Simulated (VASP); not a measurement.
Band structure of RuSi (B20). Level of theory: PBE GGA, VASP's PBE PAW potentials (set 64) (plane waves; VASP).

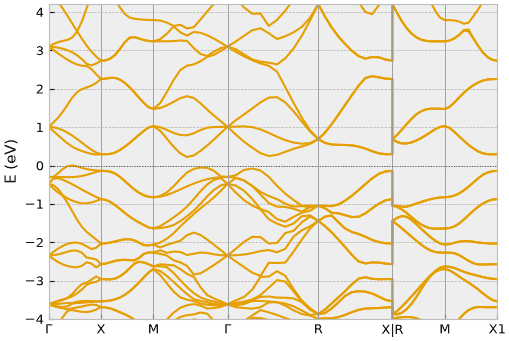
Figure: Bands along high-symmetry lines, zero at the valence-band maximum or, without a gap, the Fermi level

### Question
Read the plot: is there a gap, and where are the band edges?

### Answer
The gap is indirect, 0.22 eV, from the valence maximum at Γ-X at 0.45 to the conduction minimum at M-Γ at 0.45. (Edges off the drawn lines would not show.)

The compound is RuSi in the B20 structure. It was relaxed first.
